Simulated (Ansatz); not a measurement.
**C₂H₁₀AlNSi (SMILES C[SiH](N)[CH2][AlH2]): density, localisation and related maps**

The calculation's input:

```
crystal:
  periodic: [false, false, false]
  atoms:
    - {symbol: C, position_ang: [-1.512639, -0.458999, 0.904571]}
    - {symbol: Si, position_ang: [0.338518, -0.179534, 0.917944]}
    - {symbol: N, position_ang: [1.122434, -1.651992, 0.483387]}
    - {symbol: C, position_ang: [0.722699, 1.255029, -0.223288]}
    - {symbol: Al, position_ang: [-0.103291, 1.028675, -1.966785]}
    - {symbol: H, position_ang: [-1.802888, -1.212009, 1.640258]}
    - {symbol: H, position_ang: [-1.851283, -0.820432, -0.074123]}
    - {symbol: H, position_ang: [-2.057131, 0.463833, 1.122910]}
    - {symbol: H, position_ang: [0.805559, 0.115241, 2.302962]}
    - {symbol: H, position_ang: [0.977224, -2.066135, -0.423958]}
    - {symbol: H, position_ang: [2.058729, -1.828911, 0.808324]}
    - {symbol: H, position_ang: [1.813844, 1.302968, -0.327723]}
    - {symbol: H, position_ang: [0.385739, 2.193752, 0.230792]}
    - {symbol: H, position_ang: [0.282145, -0.233942, -2.857777]}
    - {symbol: H, position_ang: [-1.201457, 2.041757, -2.507994]}
basis:
  gaussian: {orbitals: def2-TZVPP}
hamiltonian: {xc: pbe0, dispersion: d4}
output: {orbitals: {seedname: orbitals}}
```

Launched as:

```sh
ansatz run in.yaml --threads 4 --pin off --events-out ev --progress --plain --max-ram 10444MiB
```

Geometry: PBE0-D4/def2-TZVP.

The calculation used RKS PBE0-D4/def2-TZVPP in Ansatz 0.2.0.

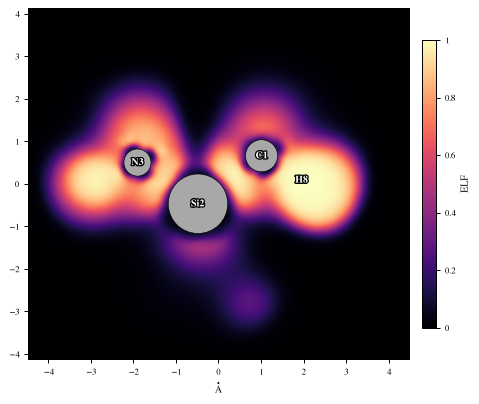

Figure 1. ELF on the plane of atoms Si2, C1 and H8. Grey discs cover the atomic cores.

Read the bonding off the picture.

Answer.
- The section cuts through C, Si, N and H sites.
- Si–N (1.72 Å): the ELF peaks at about 0.90 between the atoms (a shared but strongly polarised pair).
- C–Si (1.87 Å): the ELF peaks at about 1 between the atoms, as expected for localised, covalent bonding.
- C–H (1.09 Å): the ELF climbs to about 1 towards the hydrogen, as it does in any bond to H: an ordinary covalent bond to hydrogen.

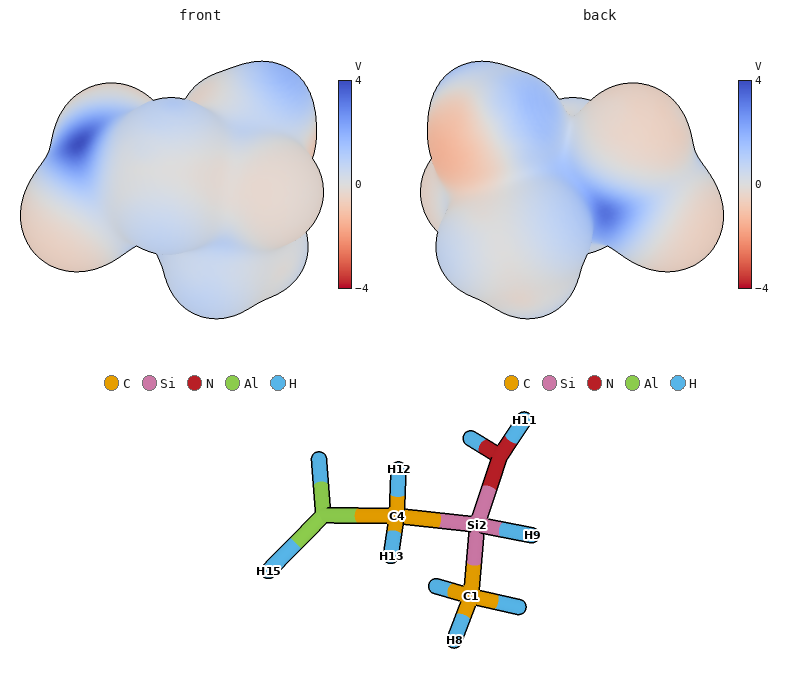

Figure 2. The electrostatic potential painted on the density surface at 0.002 e/bohr³, seen from the front and from behind; red is negative and blue positive. The bare structure is drawn below in the same view.

Describe the electrostatic potential map.

Answer. The most negative region (about −1.3 V) lies over N3, the most positive (about +3.4 V) over Al5. N3 is the likeliest acceptor of a hydrogen bond.

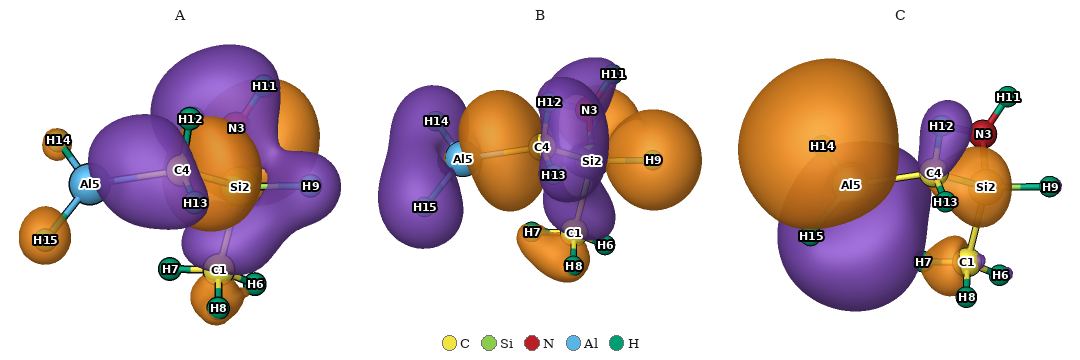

Figure 3. Three frontier orbitals at ±0.06 Å⁻³ᐟ² (orange and purple are the two phases), in no order.

Which picture is the HOMO−1, the HOMO and the LUMO?

Answer. B is the HOMO−1 (−7.83 eV). By Hirshfeld shares it lies mainly on C4 (about 30 %), Al5 (about 15 %), Si2 (about 10 %), H9 (about 10 %), N3 (about 10 %) and H15 (about 5 %). A is the HOMO (−7.12 eV). It lies mainly on N3 (about 50 %), C4 (about 15 %) and Si2 (about 10 %). C is the LUMO (−1.31 eV). By Hirshfeld shares it lies mainly on Al5 (about 70 %).

What is the HOMO–LUMO gap?

Answer. 5.81 eV between the orbital energies.
